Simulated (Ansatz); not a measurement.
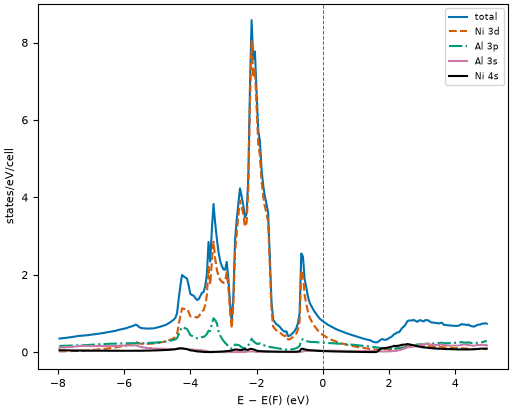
*Total and projected density of states of AlNi (CsCl type, Pm-3m), plane-wave PAW r²SCAN (Ansatz code)*

Task: Which orbitals carry the states next to the Fermi level?

Result: Within 0.5 eV of the Fermi level: Ni 3d 60 %, Al 3p 28 %. Projections are on Löwdin-orthogonalised atomic valence shells; empty p or d shells of many metals are not among them.

Task: Where is the tallest occupied peak in this window, and what makes it?

Result: Near -2.1 eV, about 8.6 states/eV per cell; the largest projected share is Ni 3d.

Symmetry was held in the r²SCAN relaxation. No spin polarisation was allowed.

Potentials: the later of the program's two PAW sets.
